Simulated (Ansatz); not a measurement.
# SnH4O + H2S: a complex and its separated parts

The complex below is one end of an elementary step. How strongly is it bound against its free parts?

Method: PBE0-D4/def2-TZVP structures, single points in def2-TZVPP, no counterpoise correction; program: Ansatz 0.2.0, Gaussian basis.

Levels: SPW92, PBE-D4, BLYP-D4, r2SCAN-D4, B97M-V, PBE0-D4, B3LYP-D4, r2SCAN0-D4, BHLYP-D4, CAM-B3LYP-D4, wB97X-V, wB97M-V, B2PLYP, PBE-QIDH, RPA on PBE, Hartree-Fock, MP2, CCSD, CCSD(T).

Cores are frozen in the correlated methods. Filled d shells of the heavier atoms are correlated. Core potentials replace the inner electrons past krypton, and spin-orbit coupling is left out. B3LYP uses VWN-RPA correlation. B2PLYP carries no dispersion term here.

88 further runs of the same task are left out: 88 set aside as unsound or not needed. Runs told in other sessions of the task aren't counted.

## (1) Starting geometry

The complex: 9 atoms, charge 0, spin multiplicity 1.

Atoms are counted from 1 here; the program's logs count them from 0.

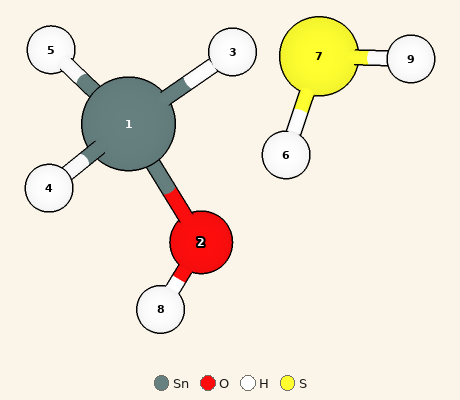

As it starts; tin teal, oxygen red, hydrogen white, sulfur yellow; atoms are numbered from 1 in the order of the file.

As a file:

| atom | x (Å) | y (Å) | z (Å) |
| --- | --- | --- | --- |
| Sn1 | -0.4680 | 0.7007 | -1.0675 |
| O2 | 0.5284 | 0.9936 | 0.6230 |
| H3 | 0.4322 | -0.4708 | -1.9021 |
| H4 | -0.4773 | 2.2132 | -1.8675 |
| H5 | -2.0453 | 0.1992 | -0.6686 |
| H6 | 0.3662 | -0.8577 | 1.5375 |
| S7 | -0.0114 | -2.1510 | 1.4391 |
| H8 | 0.4874 | 1.8999 | 0.9353 |
| H9 | 1.1879 | -2.5271 | 0.9708 |

Its parts: SnH4O holds atoms 1, 2, 3, 4, 5, 8; H2S holds atoms 6, 7, 9. Each part counts its atoms afresh in its own runs.

## (2) Relaxing SnH4O alone

The input, relax-a/in.yaml:

```yaml
crystal:
  periodic: [false, false, false]
  atoms:
    - {symbol: Sn, position_ang: [-0.468025, 0.700733, -1.067524]}
    - {symbol: O, position_ang: [0.528385, 0.993595, 0.622984]}
    - {symbol: H, position_ang: [0.432187, -0.470755, -1.902103]}
    - {symbol: H, position_ang: [-0.477307, 2.213231, -1.867493]}
    - {symbol: H, position_ang: [-2.045332, 0.199196, -0.668620]}
    - {symbol: H, position_ang: [0.487360, 1.899850, 0.935252]}
basis:
  gaussian: {orbitals: def2-TZVP}
hamiltonian: {xc: pbe0, dispersion: d4}
relax: {f_tol: 0.005, max_steps: 200}
```

Command:

```
$ ansatz run in.yaml --threads 4 --pin off --events-out ev --progress --plain --max-ram 9574MiB
```

Log, shortened:

```text
Functional definition: PBE0
  name "PBE0"
  cite "Adamo & Barone, J. Chem. Phys. 110, 6158 (1999) doi:10.1063/1.478522"
  cite "Perdew, Burke & Ernzerhof, Phys. Rev. Lett. 77, 3865 (1996) doi:10.1103/PhysRevLett.77.3865"
  parent pbe
[...]
788 factors; their error is unknown
[...]
mean field -7942.15867364 eV, -291.8689478679 hartree, gradient 9.1e-6 eV, S^2 0.000000; 0 other end points of the search recorded, 0 dependent functions left out
[...]
reference -7942.15870746 eV, -291.8689491106 hartree; 17, 17 occupied and 88, 88 virtual orbitals, 788 factors
[...]
reference -7942.16942672 eV, -291.8693430363 hartree; 17, 17 occupied and 88, 88 virtual orbitals, 788 factors
Total energy: -7942.23273525 eV, -291.8716695816 hartree
Atom 0 at    -0.432800     0.745399    -1.085262 Å, force     0.000178    -0.000064    -0.000190 eV/Å
Atom 1 at     0.660500     1.062575     0.522143 Å, force     0.000285     0.000315    -0.000142 eV/Å
Atom 2 at     0.408400    -0.494585    -1.884580 Å, force    -0.000204     0.000006    -0.000113 eV/Å
Atom 3 at    -0.495939     2.192970    -1.992048 Å, force     0.000157    -0.000083    -0.000081 eV/Å
Atom 4 at    -1.998387     0.269602    -0.591169 Å, force     0.000105     0.000100     0.000322 eV/Å
Atom 5 at     0.315494     1.759889     1.083412 Å, force    -0.000520    -0.000275     0.000204 eV/Å
Dipole moment:    -0.299942     0.147767    -0.126626 e Å
```

Run time: 8 s. Hardware: 4 threads of Arm Neoverse V1, shared host.

Relaxation path:

| step | energy from step 1 (eV) | largest force component (eV/Å) |
| --- | --- | --- |
| 1 | 0.0000 | 0.2818 |
| 2 | -0.0046 | 0.1123 |
| 3 | -0.0068 | 0.0333 |
| 4 | -0.0079 | 0.3240 |
| 5 | -0.0095 | 0.1030 |
| 6 | -0.0104 | 0.0046 |
| 7 | -0.0105 | 0.0229 |
| 8 | -0.0105 | 0.1080 |
| 9 | -0.0107 | 0.0100 |
| 10 | -0.0107 | 0.0005 |

Close pairs (by a distance rule), those that changed most:

| bond | before (Å) | after (Å) | change (Å) |
| --- | --- | --- | --- |
| Sn1–O2 | 1.984 | 1.970 | -0.014 |
| Sn1–H5 | 1.703 | 1.709 | +0.007 |
| Sn1–H4 | 1.711 | 1.709 | -0.002 |
| Sn1–H3 | 1.697 | 1.698 | +0.001 |
| O2–H6 | 0.959 | 0.959 | -0.000 |

## (3) Relaxing H2S alone

The input, relax-b/in.yaml:

```yaml
crystal:
  periodic: [false, false, false]
  atoms:
    - {symbol: H, position_ang: [0.366182, -0.857667, 1.537525]}
    - {symbol: S, position_ang: [-0.011374, -2.151008, 1.439104]}
    - {symbol: H, position_ang: [1.187923, -2.527075, 0.970774]}
basis:
  gaussian: {orbitals: def2-TZVP}
hamiltonian: {xc: pbe0, dispersion: d4}
relax: {f_tol: 0.005, max_steps: 200}
```

Command:

```
$ ansatz run in.yaml --threads 4 --pin off --events-out ev --progress --plain --max-ram 9574MiB
```

Log, shortened:

```text
[... 5 set-up lines as earlier in the session ...]
[...]
359 factors; their error is unknown
[...]
mean field -10864.44920989 eV, -399.2611442751 hartree, gradient 2.8e-5 eV, S^2 0.000000; 0 other end points of the search recorded, 0 dependent functions left out
[...]
reference -10864.45048029 eV, -399.2611909615 hartree; 9, 9 occupied and 40, 40 virtual orbitals, 359 factors
Total energy: -10864.46265957 eV, -399.2616385420 hartree
Atom 0 at     0.367088    -0.864478     1.536035 Å, force     0.002021     0.002449    -0.000252 eV/Å
Atom 1 at    -0.011848    -2.147481     1.439878 Å, force    -0.000775    -0.004228    -0.000476 eV/Å
Atom 2 at     1.187491    -2.523791     0.971491 Å, force    -0.001246     0.001779     0.000728 eV/Å
Dipole moment:     0.205601     0.118134    -0.048487 e Å
```

Wall time 0.6 s (4 threads of Arm Neoverse V1, shared host).

Relaxation path:

| step | energy from step 1 (eV) | largest force component (eV/Å) |
| --- | --- | --- |
| 1 | 0.0000 | 0.2447 |
| 2 | -0.0011 | 0.0934 |
| 3 | -0.0013 | 0.0042 |

Distances of close pairs at the start and the end, largest changes first:

| bond | before (Å) | after (Å) | change (Å) |
| --- | --- | --- | --- |
| H1–S2 | 1.351 | 1.341 | -0.010 |
| S2–H3 | 1.341 | 1.341 | +0.000 |

## (4) SPW92/def2-TZVPP

The input, parta/in.yaml:

```yaml
crystal:
  periodic: [false, false, false]
  atoms:
    - {symbol: Sn, position_ang: [-0.432800, 0.745399, -1.085262]}
    - {symbol: O, position_ang: [0.660500, 1.062575, 0.522143]}
    - {symbol: H, position_ang: [0.408400, -0.494585, -1.884580]}
    - {symbol: H, position_ang: [-0.495939, 2.192970, -1.992048]}
    - {symbol: H, position_ang: [-1.998387, 0.269602, -0.591169]}
    - {symbol: H, position_ang: [0.315494, 1.759889, 1.083412]}
basis:
  gaussian: {orbitals: def2-TZVPP}
hamiltonian: {xc: lda}
```

The input, partb/in.yaml:

```yaml
crystal:
  periodic: [false, false, false]
  atoms:
    - {symbol: H, position_ang: [0.367088, -0.864478, 1.536035]}
    - {symbol: S, position_ang: [-0.011848, -2.147481, 1.439878]}
    - {symbol: H, position_ang: [1.187491, -2.523791, 0.971491]}
basis:
  gaussian: {orbitals: def2-TZVPP}
hamiltonian: {xc: lda}
```

One command serves all of them, each in its own folder.

Command:

```
$ ansatz run in.yaml --threads 4 --pin off --events-out ev --progress --plain --max-ram 9574MiB
```

Log of parta, shortened:

```text
Functional definition: SPW92
  name "SPW92"
  cite "Dirac, Proc. Camb. Phil. Soc. 26, 376 (1930) doi:10.1017/S0305004100016108"
  cite "Slater, Phys. Rev. 81, 385 (1951) doi:10.1103/PhysRev.81.385"
  cite "Perdew & Wang, Phys. Rev. B 45, 13244 (1992) doi:10.1103/PhysRevB.45.13244"
[...]
775 factors; their error is unknown
[...]
mean field -7919.46566240 eV, -291.0349950865 hartree, gradient 3.4e-5 eV, S^2 0.000000; 0 other end points of the search recorded, 0 dependent functions left out
reference -7919.46570667 eV, -291.0349967135 hartree; 17, 17 occupied and 120, 120 virtual orbitals, 775 factors
Total energy: -7919.46570667 eV, -291.0349967135 hartree
```

partb printed, shortened:

```text
[... 5 set-up lines as earlier in the session ...]
[...]
402 factors; their error is unknown
[...]
mean field -10830.30341362 eV, -398.0063094071 hartree, gradient 1.1e-5 eV, S^2 0.000000; 0 other end points of the search recorded, 0 dependent functions left out
reference -10830.30343446 eV, -398.0063101730 hartree; 9, 9 occupied and 61, 61 virtual orbitals, 402 factors
Total energy: -10830.30343446 eV, -398.0063101730 hartree
```

Times: 0.4 s (parta), 0.15 s (partb) on 4 threads of Arm Neoverse V1, shared host.

## (5) PBE-D4/def2-TZVPP

The same edit goes into each in.yaml of step 4 (parta, partb):

```diff
-hamiltonian: {xc: lda}
+hamiltonian: {xc: pbe, dispersion: d4}
```

Each run has its own folder and the same command.

Command:

```
$ ansatz run in.yaml --threads 4 --pin off --events-out ev --progress --plain --max-ram 9574MiB
```

Output in parta, shortened:

```text
Functional definition: PBE
  name "PBE"
[... 2 set-up lines as earlier in the session ...]
[...]
775 factors; their error is unknown
[...]
mean field -7941.89144040 eV, -291.8591272273 hartree, gradient 3.5e-5 eV, S^2 0.000000; 0 other end points of the search recorded, 0 dependent functions left out
reference -7941.89148802 eV, -291.8591289774 hartree; 17, 17 occupied and 120, 120 virtual orbitals, 775 factors
Total energy: -7941.96743641 eV, -291.8619200291 hartree
```

partb printed, shortened:

```text
[... 4 set-up lines as earlier in the session ...]
[...]
402 factors; their error is unknown
[...]
mean field -10863.54266442 eV, -399.2278293439 hartree, gradient 1.8e-5 eV, S^2 0.000000; 0 other end points of the search recorded, 0 dependent functions left out
reference -10863.54268667 eV, -399.2278301616 hartree; 9, 9 occupied and 61, 61 virtual orbitals, 402 factors
Total energy: -10863.55772317 eV, -399.2283827424 hartree
```

They took 0.65 s (parta), 0.2 s (partb) on 4 threads of Arm Neoverse V1, shared host.

## (6) BLYP-D4/def2-TZVPP

Each input of step 5 (parta, partb) changes in the same lines:

```diff
-hamiltonian: {xc: pbe, dispersion: d4}
+hamiltonian: {xc: {name: BLYP}, dispersion: d4}
```

The same command starts each run, in its folder.

Command:

```
$ ansatz run in.yaml --threads 4 --pin off --events-out ev --progress --plain --max-ram 9574MiB
```

Log of parta, shortened:

```text
Functional definition: BLYP
  name "BLYP"
  cite "Becke, Phys. Rev. A 38, 3098 (1988) doi:10.1103/PhysRevA.38.3098"
  cite "Lee, Yang & Parr, Phys. Rev. B 37, 785 (1988) doi:10.1103/PhysRevB.37.785"
[...]
775 factors; their error is unknown
[...]
mean field -7942.40748205 eV, -291.8780914083 hartree, gradient 3.9e-5 eV, S^2 0.000000; 0 other end points of the search recorded, 0 dependent functions left out
reference -7942.40782675 eV, -291.8781040757 hartree; 17, 17 occupied and 120, 120 virtual orbitals, 775 factors
Total energy: -7942.57591953 eV, -291.8842813715 hartree
```

Log of partb, shortened:

```text
[... 4 set-up lines as earlier in the session ...]
[...]
402 factors; their error is unknown
[...]
mean field -10868.21004758 eV, -399.3993525114 hartree, gradient 1.5e-5 eV, S^2 0.000000; 0 other end points of the search recorded, 0 dependent functions left out
reference -10868.21026144 eV, -399.3993603705 hartree; 9, 9 occupied and 61, 61 virtual orbitals, 402 factors
Total energy: -10868.24595279 eV, -399.4006720032 hartree
```

Times: 0.6 s (parta), 0.2 s (partb) on 4 threads of Arm Neoverse V1, shared host.

## (7) r2SCAN-D4/def2-TZVPP

Each input of step 6 (parta, partb) changes in the same lines:

```diff
-hamiltonian: {xc: {name: BLYP}, dispersion: d4}
+hamiltonian: {xc: r2scan, dispersion: d4}
```

Each run has its own folder and the same command.

Command:

```
$ ansatz run in.yaml --threads 4 --pin off --events-out ev --progress --plain --max-ram 9574MiB
```

Output in parta, shortened:

```text
Functional definition: r2SCAN
  name "r2SCAN"
  cite "Furness, Kaplan, Ning, Perdew & Sun, J. Phys. Chem. Lett. 11, 8208 (2020) doi:10.1021/acs.jpclett.0c02405"
  cite "Furness, Kaplan, Ning, Perdew & Sun, J. Phys. Chem. Lett. 11, 9248 (2020) doi:10.1021/acs.jpclett.0c03077"
  parent r2scan
[...]
775 factors; their error is unknown
[...]
mean field -7945.52740599 eV, -291.9927464982 hartree, gradient 2.8e-5 eV, S^2 0.000000; 0 other end points of the search recorded, 0 dependent functions left out
reference -7945.52742008 eV, -291.9927470159 hartree; 17, 17 occupied and 120, 120 virtual orbitals, 775 factors
Total energy: -7945.54437788 eV, -291.9933702035 hartree
```

Log of partb, shortened:

```text
[... 5 set-up lines as earlier in the session ...]
[...]
402 factors; their error is unknown
[...]
mean field -10867.52469498 eV, -399.3741662679 hartree, gradient 4.4e-5 eV, S^2 0.000000; 0 other end points of the search recorded, 0 dependent functions left out
reference -10867.52470168 eV, -399.3741665139 hartree; 9, 9 occupied and 61, 61 virtual orbitals, 402 factors
Total energy: -10867.52804989 eV, -399.3742895584 hartree
```

Wall times: 1.2 s (parta), 0.55 s (partb) on 4 threads of Arm Neoverse V1, shared host.

## (8) B97M-V/def2-TZVPP

Each input of step 7 (parta, partb) changes in the same lines:

```diff
-hamiltonian: {xc: r2scan, dispersion: d4}
+hamiltonian: {xc: {name: B97M-V}}
```

Each run has its own folder and the same command.

Command:

```
$ ansatz run in.yaml --threads 4 --pin off --events-out ev --progress --plain --max-ram 9574MiB
```

parta printed, shortened:

```text
Functional definition: B97M-V
  name "B97M-V"
  cite "Mardirossian & Head-Gordon, J. Chem. Phys. 142, 074111 (2015) doi:10.1063/1.4907719"
  cite "Becke, J. Chem. Phys. 107, 8554 (1997) doi:10.1063/1.475007"
  cite "Vydrov & Van Voorhis, J. Chem. Phys. 133, 244103 (2010) doi:10.1063/1.3521275"
  # Of w^i u^j: cxij and so on, Table III.
[...]
  gx(w, u) = cx00 + cx01*u + cx02*u^2 + (cx10 + cx11*u)*w
[...]
  gos(w, u) = cos00 + cos01*u + cos03*u^3 + cos10*w + cos32*w^3*u^2
[...]
      + integral(e_c_pw_mod_opposite_spin*gos(b97_w_opposite, b97_u_opposite)) + vv10(b, c)
775 factors; their error is unknown
[...]
mean field -7943.95517511 eV, -291.9349680790 hartree, gradient 5.5e-5 eV, S^2 0.000000; 0 other end points of the search recorded, 0 dependent functions left out
reference -7943.95524317 eV, -291.9349705802 hartree; 17, 17 occupied and 120, 120 virtual orbitals, 775 factors
Total energy: -7943.95524317 eV, -291.9349705802 hartree
```

Output in partb, shortened:

```text
[... 5 set-up lines as earlier in the session ...]
  # Of w^i u^j: cxij and so on, Table III.
[...]
  gx(w, u) = cx00 + cx01*u + cx02*u^2 + (cx10 + cx11*u)*w
[...]
  gos(w, u) = cos00 + cos01*u + cos03*u^3 + cos10*w + cos32*w^3*u^2
[...]
      + integral(e_c_pw_mod_opposite_spin*gos(b97_w_opposite, b97_u_opposite)) + vv10(b, c)
402 factors; their error is unknown
[...]
mean field -10865.55701411 eV, -399.3018553295 hartree, gradient 2.8e-5 eV, S^2 0.000000; 0 other end points of the search recorded, 0 dependent functions left out
reference -10865.55704876 eV, -399.3018566029 hartree; 9, 9 occupied and 61, 61 virtual orbitals, 402 factors
Total energy: -10865.55704876 eV, -399.3018566029 hartree
```

Times: 2.2 s (parta), 0.65 s (partb) on 4 threads of Arm Neoverse V1, shared host.

## (9) PBE0-D4/def2-TZVPP

Each input of step 8 (parta, partb) changes in the same lines:

```diff
-hamiltonian: {xc: {name: B97M-V}}
+hamiltonian: {xc: pbe0, dispersion: d4}
+output: {orbitals: {seedname: orbitals}}
```

Each run has its own folder and the same command.

Command:

```
$ ansatz run in.yaml --threads 4 --pin off --events-out ev --progress --plain --max-ram 9574MiB
```

Log of parta, shortened:

```text
[... 5 set-up lines as earlier in the session ...]
[...]
848 factors; their error is unknown
[...]
mean field -7942.23190803 eV, -291.8716391819 hartree, gradient 2.2e-5 eV, S^2 0.000000; 0 other end points of the search recorded, 0 dependent functions left out
reference -7942.23194120 eV, -291.8716404008 hartree; 17, 17 occupied and 120, 120 virtual orbitals, 848 factors
Total energy: -7942.29524972 eV, -291.8739669461 hartree
```

Log of partb, shortened:

```text
[... 5 set-up lines as earlier in the session ...]
[...]
433 factors; their error is unknown
[...]
mean field -10864.48423014 eV, -399.2624312457 hartree, gradient 1.1e-5 eV, S^2 0.000000; 0 other end points of the search recorded, 0 dependent functions left out
reference -10864.48424676 eV, -399.2624318564 hartree; 9, 9 occupied and 61, 61 virtual orbitals, 433 factors
Total energy: -10864.49642604 eV, -399.2628794369 hartree
```

They took 0.75 s (parta), 0.2 s (partb) on 4 threads of Arm Neoverse V1, shared host.

## (10) B3LYP-D4/def2-TZVPP

Each input of step 9 (parta, partb) changes in the same lines:

```diff
-hamiltonian: {xc: pbe0, dispersion: d4}
-output: {orbitals: {seedname: orbitals}}
+hamiltonian: {xc: {name: B3LYP}, dispersion: d4}
```

One command serves all of them, each in its own folder.

Command:

```
$ ansatz run in.yaml --threads 4 --pin off --events-out ev --progress --plain --max-ram 9574MiB
```

parta printed, shortened:

```text
Functional definition: B3LYP
  name "B3LYP"
  cite "Stephens, Devlin, Chabalowski & Frisch, J. Phys. Chem. 98, 11623 (1994) doi:10.1021/j100096a001"
[... 2 set-up lines as earlier in the session ...]
  cite "Vosko, Wilk & Nusair, Can. J. Phys. 58, 1200 (1980) doi:10.1139/p80-159"
[...]
819 factors; their error is unknown
[...]
mean field -7946.57806481 eV, -292.0313574979 hartree, gradient 6.5e-5 eV, S^2 0.000000; 0 other end points of the search recorded, 0 dependent functions left out
reference -7946.57831656 eV, -292.0313667495 hartree; 17, 17 occupied and 120, 120 virtual orbitals, 819 factors
Total energy: -7946.70226461 eV, -292.0359217562 hartree
```

Output in partb, shortened:

```text
[... 6 set-up lines as earlier in the session ...]
[...]
414 factors; their error is unknown
[...]
mean field -10868.95566310 eV, -399.4267533761 hartree, gradient 1.8e-5 eV, S^2 0.000000; 0 other end points of the search recorded, 0 dependent functions left out
reference -10868.95582082 eV, -399.4267591722 hartree; 9, 9 occupied and 61, 61 virtual orbitals, 414 factors
Total energy: -10868.98025554 eV, -399.4276571317 hartree
```

They took 0.75 s (parta), 0.2 s (partb) on 4 threads of Arm Neoverse V1, shared host.

## (11) r2SCAN0-D4/def2-TZVPP

The same edit goes into each in.yaml of step 10 (parta, partb):

```diff
-hamiltonian: {xc: {name: B3LYP}, dispersion: d4}
+hamiltonian: {xc: {name: r2SCAN0}, dispersion: d4}
```

The same command starts each run, in its folder.

Command:

```
$ ansatz run in.yaml --threads 4 --pin off --events-out ev --progress --plain --max-ram 9574MiB
```

parta printed, shortened:

```text
Functional definition: r2SCAN0
  name "r2SCAN0"
  cite "Bursch, Neugebauer, Ehlert & Grimme, J. Chem. Phys. 156, 134105 (2022) doi:10.1063/5.0086040"
[... 3 set-up lines as earlier in the session ...]
[...]
848 factors; their error is unknown
[...]
mean field -7944.42153982 eV, -291.9521066659 hartree, gradient 2.7e-5 eV, S^2 0.000000; 0 other end points of the search recorded, 0 dependent functions left out
reference -7944.42155065 eV, -291.9521070640 hartree; 17, 17 occupied and 120, 120 virtual orbitals, 848 factors
Total energy: -7944.44179195 eV, -291.9528509181 hartree
```

partb printed, shortened:

```text
[... 6 set-up lines as earlier in the session ...]
[...]
433 factors; their error is unknown
[...]
mean field -10867.41045503 eV, -399.3699680270 hartree, gradient 1.3e-5 eV, S^2 0.000000; 0 other end points of the search recorded, 0 dependent functions left out
reference -10867.41046037 eV, -399.3699682233 hartree; 9, 9 occupied and 61, 61 virtual orbitals, 433 factors
Total energy: -10867.41431836 eV, -399.3701100016 hartree
```

They took 1.4 s (parta), 0.55 s (partb) on 4 threads of Arm Neoverse V1, shared host.

## (12) BHLYP-D4/def2-TZVPP

The same edit goes into each in.yaml of step 11 (parta, partb):

```diff
-hamiltonian: {xc: {name: r2SCAN0}, dispersion: d4}
+hamiltonian: {xc: {name: BHLYP}, dispersion: d4}
```

Each run has its own folder and the same command.

Command:

```
$ ansatz run in.yaml --threads 4 --pin off --events-out ev --progress --plain --max-ram 9574MiB
```

Output in parta, shortened:

```text
Functional definition: BHLYP
  name "BHLYP"
  cite "Becke, J. Chem. Phys. 98, 1372 (1993) doi:10.1063/1.464304"
[... 2 set-up lines as earlier in the session ...]
[...]
897 factors; their error is unknown
[...]
mean field -7941.38594439 eV, -291.8405505916 hartree, gradient 1.7e-5 eV, S^2 0.000000; 0 other end points of the search recorded, 0 dependent functions left out
reference -7941.38610779 eV, -291.8405565963 hartree; 17, 17 occupied and 120, 120 virtual orbitals, 897 factors
Total energy: -7941.48505266 eV, -291.8441927533 hartree
```

Log of partb, shortened:

```text
[... 5 set-up lines as earlier in the session ...]
[...]
453 factors; their error is unknown
[...]
mean field -10868.25165287 eV, -399.4008814775 hartree, gradient 1.3e-5 eV, S^2 0.000000; 0 other end points of the search recorded, 0 dependent functions left out
reference -10868.25175957 eV, -399.4008853986 hartree; 9, 9 occupied and 61, 61 virtual orbitals, 453 factors
Total energy: -10868.26808642 eV, -399.4014853993 hartree
```

Times: 0.85 s (parta), 0.2 s (partb) on 4 threads of Arm Neoverse V1, shared host.

(Part 1 of 2 ends here.)
